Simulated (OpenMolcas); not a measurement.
# Al2H4: geometry relaxation (part 4 of 4)

The same run, continued: Al2H4; HF/ANO-XS-MB, UHF, BSS, PCM solvent chlorobenzene (OpenMolcas 26.06). The run did not end well. The geometry comes from this level: GFN2-xTB.

Geometry of the input (Å):
```
Al -0.8541  -0.9475  0.0105
Al 0.4499  1.1689  0.2433
H  -2.1960  -1.7681  0.2746
H  0.3663  -1.6390  -0.7642
H  1.6916  0.5121  -0.5277
H  0.5423  2.6737  0.7635
```

**Trajectory as extended XYZ (Å, eV, eV/Å), 6 frames, from step=0 to step=5**
```
6
Properties=species:S:1:pos:R:3:forces:R:3 step=0 energy=-13257.35468
Al   -0.8541   -0.9475    0.0105   -3.3419   8.9712   6.8341
Al    0.4499    1.1689    0.2433  -12.4466  -5.8884   5.6294
H    -2.1960   -1.7681    0.2746  -14.8381   1.8796   5.7548
H     0.3663   -1.6390   -0.7642   12.8419   4.3795 -32.1753
H     1.6916    0.5121   -0.5277   13.8409   4.7995 -39.9798
H     0.5423    2.6737    0.7635   -6.7939  15.4330   8.7091
6
Properties=species:S:1:pos:R:3:forces:R:3 step=1 energy=-13268.21930
Al   -0.8439   -0.9657    0.0029   15.3613  16.4651   5.3664
Al    0.4786    1.1371    0.2407  -31.8404  -8.1630  14.9253
H    -2.2662   -1.6828    0.3182  -64.1685  14.5921 -19.2648
H     0.4035   -1.6979   -0.7826    8.9906   7.6622 -32.7169
H     1.7941    0.5485   -0.5772    9.5455  -8.2901 -118.3009
H     0.4338    2.6609    0.7981   -1.7312  22.9403  51.0432
6
Properties=species:S:1:pos:R:3:forces:R:3 step=2 energy=-13297.10801
Al   -0.8372   -0.9652   -0.0055   49.6092  25.3044  -2.4333
Al    0.4937    1.1246    0.2544  -137.5362  32.3018  94.2870
H    -2.3013   -1.6470    0.3091  -138.5558  22.5967 -57.2795
H     0.4491   -1.7114   -0.7413    0.4066   0.3985 -18.1037
H     1.8001    0.5391   -0.6488   99.9049 -83.7918 -594.8560
H     0.3955    2.6599    0.8322   11.5691  27.0562  73.5127
6
Properties=species:S:1:pos:R:3:forces:R:3 step=3 energy=-13401.84046
Al   -0.8392   -0.9582   -0.0116   69.8944  30.6510  -6.9557
Al    0.5064    1.1173    0.2694  -537.1371 214.6147 408.4625
H    -2.3168   -1.6355    0.2920  -190.0534  30.6757 -74.6664
H     0.4706   -1.7127   -0.6973   -1.5765  -2.6645  -9.6649
H     1.8027    0.5332   -0.7053  1461.2563 -944.5555 -3235.0021
H     0.3763    2.6559    0.8528   18.3576  25.3406  71.5225
6
Properties=species:S:1:pos:R:3 step=4 energy=-13689.24149
Al   -0.8436   -0.9516   -0.0138
Al    0.5193    1.1116    0.2708
H    -2.3250   -1.6271    0.2901
H     0.4741   -1.7098   -0.6748
H     1.8257    0.5319   -0.7423
H     0.3495    2.6450    0.8700
6
Properties=species:S:1:pos:R:3 step=5 energy=-14949.51767
Al   -0.8440   -0.9436   -0.0093
Al    0.5279    1.1093    0.2718
H    -2.3278   -1.6213    0.2827
H     0.4825   -1.6908   -0.6600
H     1.8369    0.5050   -0.7625
H     0.3246    2.6413    0.8773
```

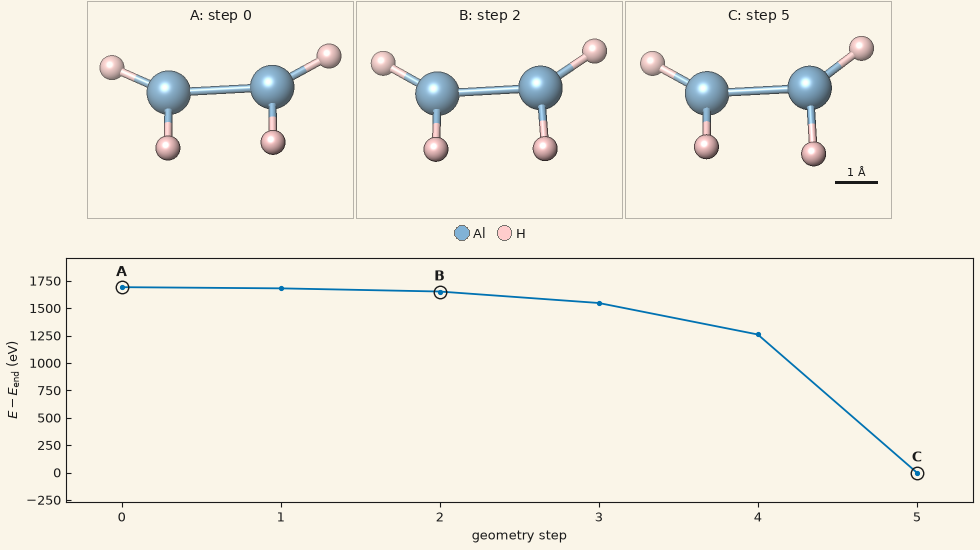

Fig. 1: Frames of the relaxation (ball-and-stick view, seen at a tilt) above the curves, on which the letters mark them (steps are counted from 0).

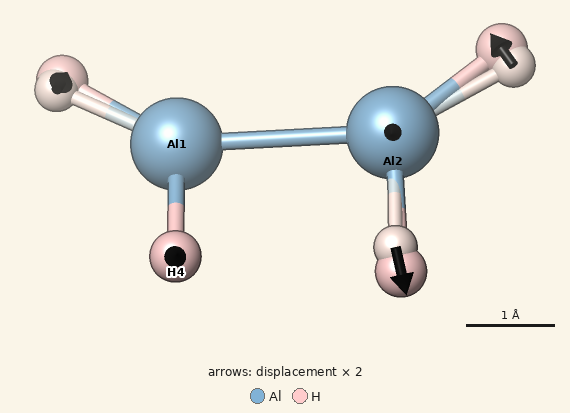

Fig. 2: Start (faint) and end (solid) with the displacements as black arrows, magnified 2 times (ball-and-stick view, seen at a tilt). The two geometries are laid on each other by the best rigid fit. The relaxation stopped without meeting its thresholds, so the last structure isn't shown to be converged. The largest move after the best rigid fit is that of H5, 0.28 Å. Largest moves by element: H 0.28 Å, Al 0.10 Å. Distances before and after: Al2–H5 1.602 → 1.774 Å, Al1–H3 1.595 → 1.657 Å, Al1–H4 1.602 → 1.656 Å, Al1–Al2 2.497 → 2.485 Å. Among the angles that change: Al1–Al2–H6 149.4° → 137.4°, H5–Al2–H6 119.9° → 128.1°, H3–Al1–H4 119.9° → 127.0°. The energy falls by 1692.163 eV in 5 geometry steps. (Atoms are counted from 1 in the order of the input.)
